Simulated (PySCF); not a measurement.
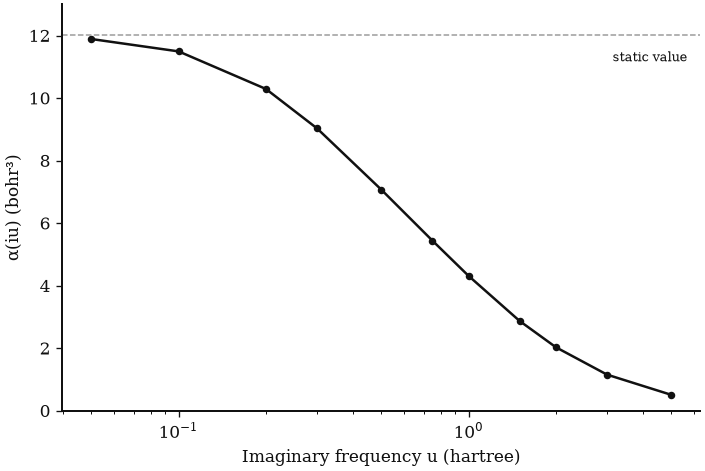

Dipole polarisability at imaginary frequency of Pd⁺ ([Kr] 4d⁹). Coupled response at the PBE level; PySCF, aug-cc-pwCVTZ-PP with a 28-electron core potential, unrestricted single determinants, no spin-orbit coupling.

Describe the response.

Answer. The static dipole polarisability is 12.0 bohr³; α(iu) falls to half of it near u = 0.65 hartree. The Casimir–Polder integral gives C₆ = 73.5 hartree bohr⁶ for two such species.
